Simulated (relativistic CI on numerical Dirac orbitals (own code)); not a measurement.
## Nd²⁺: relativistic CI calculation

- system: Nd²⁺.
- method: Dirac-Coulomb-Breit CI, KLI orbitals optimised for each configuration, model QED (radiative potential, 1s self-energy scaled to tabulated hydrogen-like ionisation energies), valence Slater integrals scaled by 0.75, one configuration in a parametric crystal field (relativistic CI on numerical Dirac orbitals, in-house)

### Input file
```
atom Nd  Z=60  charge=2  electrons=58
nucleus A=142  rms_radius_fm=4.9123
hamiltonian dirac-coulomb  breit=on  qed=on  c_scale=1
orbitals kli  potential=per-configuration
slater_scale 0.75
correlation none
mixing on
configurations
  [Xe] 4f4
end
crystal_field Oh B40=-850 B60=200
```

The program writes its results to a structured record and prints no log; tables and figures of this report are taken from that record.

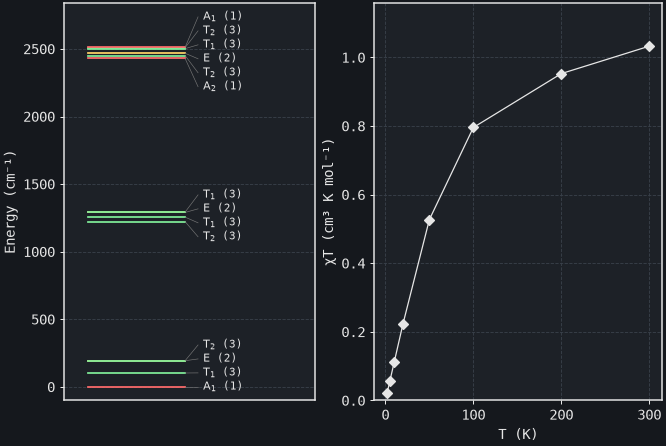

Fig. 1: Nd²⁺ (4f⁴) in a field of Oh symmetry with B40 = −850, B60 = 200 cm⁻¹ (Wybourne parameters). Labels give the double-group representation and, in brackets, the degeneracy; the lowest 14 of 421 levels are drawn. One open-shell configuration in a parametric field without covalency; powder susceptibility by Van Vleck's formula. The ground level is A₁, a singlet, with total spin S = 1.98 and J = 4.00 (from expectation values). The next level lies at 103 cm⁻¹ (T₁). The field lowers the ground state by 152 cm⁻¹ against the free ion. χT is 0.0224 cm³ K mol⁻¹ at 2 K, 0.527 at 50 K and 1.03 at 300 K, an effective moment of 2.87 μB at room temperature.

### Summary

```tsv
quantity	value
outcome	converged
levels computed	421
hardware	1 CPU thread, shared host
CPU time	2 s
```

### Remarks

To bear in mind: the configuration is the one typed, which at low charge need not be the free ion's ground configuration.
